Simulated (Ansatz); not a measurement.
System: Hf$_{2}$Br.

The calculation's input:

```
crystal:
  lattice:
    - [3.3580171238, 0.0, 0.0]
    - [-1.6790085619, 2.9081281356, 0.0]
    - [0.0, 0.0, 15.8335093166]
  atoms:
    - { symbol: Hf, position: [0.0, 0.0, 0.2343299749] }
    - { symbol: Hf, position: [0.3333333333, 0.6666666667, 0.0838380776] }
    - { symbol: Hf, position: [0.0, 0.0, 0.7656700251] }
    - { symbol: Hf, position: [0.6666666667, 0.3333333333, 0.9161619224] }
    - { symbol: Br, position: [0.6666666667, 0.3333333333, 0.357861158] }
    - { symbol: Br, position: [0.3333333333, 0.6666666667, 0.642138842] }
basis:
  ecutwfc: 420
kpoints:
  mp_grid: { grid: [12, 12, 2] }
  band_path:
    path:
      - [[0.0, 0.0, 0.0], [0.5, 0.0, 0.0], [0.33333333, 0.33333333, 0.0], [0.0, 0.0, 0.0], [0.0, 0.0, 0.5], [0.5, 0.0, 0.5], [0.33333333, 0.33333333, 0.5], [0.0, 0.0, 0.5]]
      - [[0.5, 0.0, 0.5], [0.5, 0.0, 0.0]]
      - [[0.33333333, 0.33333333, 0.5], [0.33333333, 0.33333333, 0.0]]
    npoints: 10
hamiltonian:
  xc: pbe
scf:
  occupations: { method: gaussian, width: 0.1 }
output:
  forces: true
  stress: true
  eigenvalues: true
  populations: true
  dos: { projected: true, de: 0.02 }
  bader: false
  write_density: true
  write_potential: true
  elf: true
  volumetric_format: npy
magnetization:
  noncollinear: true
  spin_orbit: true
```

Run with:

```sh
ansatz run input.yaml --threads 1 --pin off --max-ram 2560MiB --backend cpu --events-out ev --progress --plain --runs-dir out
```

Below, planes, directions and counts refer to the conventional cell (a = 3.36 Å, b = 3.36 Å, c = 15.83 Å, α = 90.00°, β = 90.00°, γ = 120.00°).

Space group P-3m1; a generated structure, not necessarily the stable one.

Theory: DFT PBE, spin-orbit coupling, plane waves, PAW (Ansatz).

What can the converged valence pseudo-density and electron localisation function tell about the bonding?

Hf–Br (2.75 Å): ρ is about 0.32 e/Å³ halfway; the ELF is about 0.35 at the midpoint.
Hf–Hf (3.07 Å): the density is about 0.21 e/Å³ at the midpoint; the ELF is about 0.25 at the midpoint (no shared electron pair shows on this line).
The ELF has a maximum of about 0.85 in the space between the atoms, 1.9 Å from four Hf atoms, on no atom or two-centre bond.

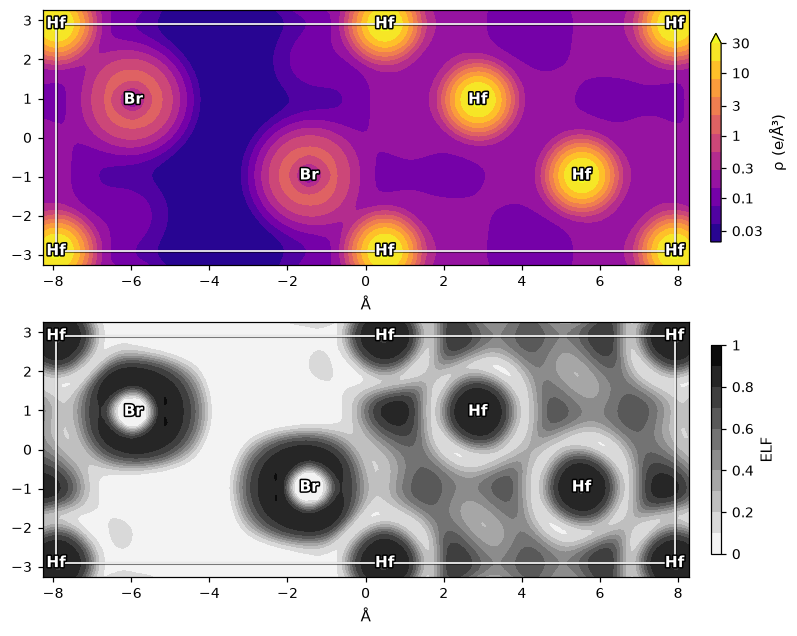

Computed valence pseudo-density and electron localisation function on the (110) plane of the conventional cell, in this order. 

Core electrons are frozen (PAW), and the valence fields are smoothed inside the atomic spheres.
